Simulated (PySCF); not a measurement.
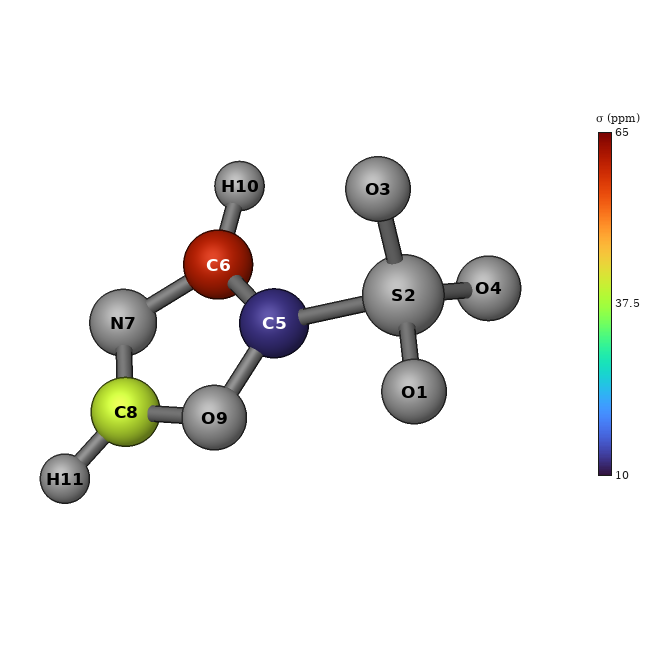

Atoms are coloured by their isotropic NMR shieldings (C only, the others grey). The species has charge −1 and is a spin singlet. Geometry: an image of a reaction path computed with GFN2-xTB, not a minimum. Method: GIAO PBE0/pcSseg-1 NMR shielding, non-relativistic, gas phase (PySCF 2.14.0).

Give the isotropic NMR shieldings of the C atoms atom by atom.

```tsv
atom	σ (ppm)
C5	12.5
C6	60.2
C8	40.3
```
